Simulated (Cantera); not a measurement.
Charge: 1 mol CCl₄, a varied amount of F₂, equilibrated at 2375 °C and 1.00 bar.

These are equilibrium values from Cantera (NASA tables, ideal gas, pure condensed phases), not measurements of a reactor. Candidate condensed phases: C; 27 gas species. The tables' values for C₂F₄ are old estimates; treat these amounts as uncertain. Gases not in the tables: C₂F₆ and larger saturated fluorocarbons. Rates play no part.

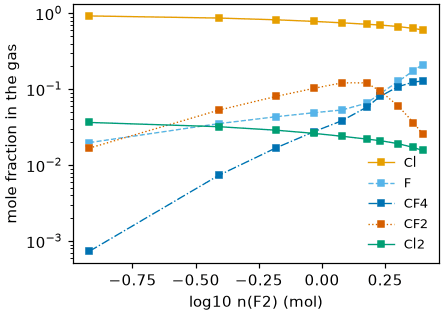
Figure: Equilibrium gas composition (values under 1e-9 drawn at 1e-9)

From 0.12 mol F₂ to 1.2 mol F₂ the condensed part is C(graphite). From 1.5 mol F₂ to 2.5 mol F₂ nothing is condensed. The main C-bearing gas is CF₂ at 0.12 mol F₂ and CF₄ at 2.5 mol F₂.
